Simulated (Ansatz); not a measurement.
# CH3Cl2Sn: rigid scan of one bond length, by script

How does the energy of CH3Cl2Sn change as one bond is stretched? The task is a rigid scan of one bond length, for CH3Cl2Sn.

All numbers are computed with the Python package of Ansatz 0.2.0. Level of theory: MP2/def2-SVP.

## Step 1: The system

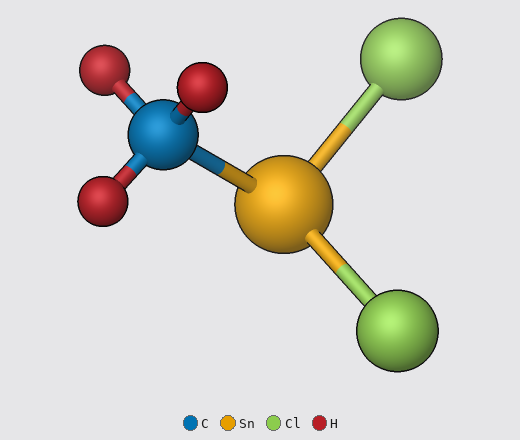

The structure that the script starts from, seen from a chosen angle (carbon blue, tin amber, chlorine green, hydrogen red).

The script holds or builds the structure itself.

## Step 2: Script

ch3cl2sn_scan.py reads:

```python
import ansatz
import numpy as np

config = {
    "basis": "def2-SVP",
    "method": "mp2",
}

molecule = (
    ansatz.Crystal.molecule()
    .atom("C", (-0.2242, 0.9339, -0.1539))
    .atom("Sn", (-0.2039, -1.0099, 0.6364))
    .atom("Cl", (1.9228, -1.4214, 1.4745))
    .atom("Cl", (-0.6075, -2.5435, -1.0748))
    .atom("H", (-1.2845, 1.1699, -0.5877))
    .atom("H", (-0.0438, 1.726, 0.635))
    .atom("H", (0.5024, 1.077, -0.9752))
)

symbols = [site.symbol for site in molecule.cartesian_sites]
start = np.array([site.position_ang for site in molecule.cartesian_sites])
axis = (start[2] - start[1]) / np.linalg.norm(start[2] - start[1])
moving = [2]
lengths, energies = [2.044, 2.137, 2.23, 2.323, 2.416, 2.508, 2.601, 2.741], []
for length in lengths:
    xyz = start.copy()
    xyz[moving] += (length - np.linalg.norm(start[2] - start[1])) * axis
    point = ansatz.Crystal.molecule()
    for symbol, xyz in zip(symbols, xyz):
        point = point.atom(symbol, xyz.tolist())
    calculation = (
        point.calculation()
        .basis(gaussian=config["basis"])
        .correlation(config["method"])
        .spin("collinear", total=1)
    )
    r = calculation.run(threads=1).report
    energies.append(r["free_energy_ev"])
    print(f"r = {length:6.3f} A  E = {energies[-1]:.5f} eV  <S^2> = {abs(r['mean_field']['state']['spin_squared']):.3f}")

fit = np.polynomial.Polynomial.fit(lengths, np.array(energies) - min(energies), 4).convert()
roots = [r.real for r in fit.deriv().roots() if abs(r.imag) < 1e-9 and fit.deriv(2)(r.real) > 0]
r_e = min(roots, key=lambda r: abs(r - lengths[int(np.argmin(energies))]))
print(f"minimum of the fit at {r_e:.4f} A, force constant {fit.deriv(2)(r_e):.2f} eV/A^2")
```

## Step 3: The input behind the calls

The package turns the script's settings into the engine's input (first run):

```yaml
crystal:
  periodic: [false, false, false]
  atoms:
    - { symbol: C, position_ang: [-0.2242, 0.9339, -0.1539] }
    - { symbol: Sn, position_ang: [-0.2039, -1.0099, 0.6364] }
    - { symbol: Cl, position_ang: [1.6676766977656796, -1.3720356143934627, 1.373959801757378] }
    - { symbol: Cl, position_ang: [-0.6075, -2.5435, -1.0748] }
    - { symbol: H, position_ang: [-1.2845, 1.1699, -0.5877] }
    - { symbol: H, position_ang: [-0.0438, 1.726, 0.635] }
    - { symbol: H, position_ang: [0.5024, 1.077, -0.9752] }
basis:
  gaussian:
    orbitals: def2-SVP
magnetization:
  spin_polarized: true
  initial_magnetization: 1.0
correlation:
  method: mp2
```

## Step 4: The run

Launch:

```sh
python ch3cl2sn_scan.py
```

The log of the run:

```text
r =  2.044 A  E = -31896.38653 eV  <S^2> = 0.756
r =  2.137 A  E = -31897.03731 eV  <S^2> = 0.757
r =  2.230 A  E = -31897.38706 eV  <S^2> = 0.757
r =  2.323 A  E = -31897.52467 eV  <S^2> = 0.758
r =  2.416 A  E = -31897.51481 eV  <S^2> = 0.759
r =  2.508 A  E = -31897.40611 eV  <S^2> = 0.760
r =  2.601 A  E = -31897.23014 eV  <S^2> = 0.762
r =  2.741 A  E = -31896.89216 eV  <S^2> = 0.766
minimum of the fit at 2.3590 A, force constant 14.66 eV/A^2
```

It took 24 s on 1 thread of Arm Neoverse V1, shared host; peak memory 0.31 GiB.

## Step 5: Inputs of later runs

The engine's inputs for some of the other runs:

Run 3, against run 1:

```diff
@@ -6 +6 @@
-    - { symbol: Cl, position_ang: [1.6676766977656796, -1.3720356143934627, 1.373959801757378] }
+    - { symbol: Cl, position_ang: [1.8379865146856484, -1.4049892466230047, 1.4410763003517384] }
```

Run 5, against run 1:

```diff
@@ -6 +6 @@
-    - { symbol: Cl, position_ang: [1.6676766977656796, -1.3720356143934627, 1.373959801757378] }
+    - { symbol: Cl, position_ang: [2.0082963316056173, -1.437942878852547, 1.5081927989460986] }
```

Run 8, against run 1:

```diff
@@ -6 +6 @@
-    - { symbol: Cl, position_ang: [1.6676766977656796, -1.3720356143934627, 1.373959801757378] }
+    - { symbol: Cl, position_ang: [2.3058806891270685, -1.4955231502213706, 1.6254662507910829] }
```

Lines on the test bed's own set-up are left out of the output.

## Step 6: Run by run

The 8 runs, in the order started:

```tsv
run	distance (Å)	energy from run 4 (eV)	<S²>	iterations in all	CPU time (s)
1	2.04	1.1381	0.76	13	2.8
2	2.14	0.4874	0.76	13	2.8
3	2.23	0.1376	0.76	13	2.7
4	2.32	0.0000	0.76	13	2.7
5	2.42	0.0099	0.76	13	2.7
6	2.51	0.1186	0.76	13	2.7
7	2.60	0.2945	0.76	13	2.8
8	2.74	0.6325	0.77	23	4.2
```

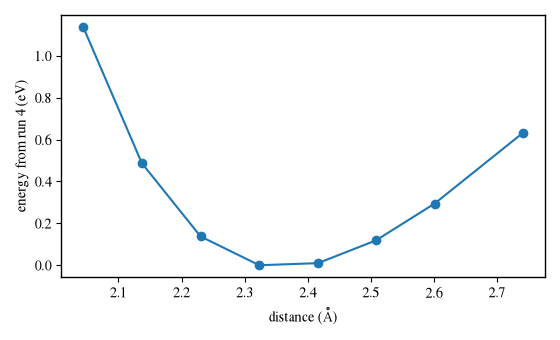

Energy against distance; lines join the points.

## Step 7: What came out

```
                        quantity     value
bond length at the fit's minimum  2.3590 Å
                   runs compared         8
                 range of energy  1.138 eV
      lowest point, distance (Å)      2.32
```

In words: The curve has its lowest point inside the range, at 2.32. The ends stand 1.14 and 0.633 eV above it. The distance scanned is the script's pair 1, 2. Reading the output:
- The rest of the molecule is held rigid at a force-field or estimated start geometry, and the basis set is modest; single-reference methods fail as a bond breaks.
- def2 sets replace the cores of elements past krypton by effective core potentials.
- The species is open-shell (spin multiplicity 2).
